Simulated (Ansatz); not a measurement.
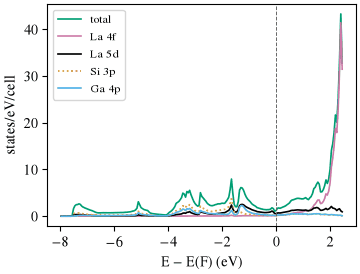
Total and projected density of states of LaGaSi in space group I4_1md (No. 109; La on 4a, Ga on 4a, Si on 4a), r²SCAN (plane waves, PAW; program Ansatz)

Problem. Which orbitals carry the states next to the Fermi level?

Solution. Within 0.5 eV of the Fermi level: La 5d 47 %, Ga 4p 15 %, Si 3p 12 %, La 4f 11 %, Ga 4s 6 %. Projections are on Löwdin-orthogonalised atomic valence shells; empty p or d shells of many metals are not among them.

Problem. Where is the tallest occupied peak in this window, and what makes it?

Solution. Near -1.6 eV, about 8.0 states/eV per cell; the largest projected share is Si 3p.

The first step of the workflow began from a Materials Project structure, measured or hypothetical; the Crystallography Open Database copy checked does not list it. With Ga and Si taken as one species the cell has the higher symmetry I4_1/amd, so it may be an ordered model of a mixed-site phase. Whether it is the stable phase at ambient conditions was not checked. The cell was relaxed with r²SCAN under the symmetry of its start; its stability against distortions is not shown here. Scalar-relativistic: spin–orbit coupling is off unless named, which matters more the heavier the elements.

Potentials: the earlier of the program's two PAW sets.
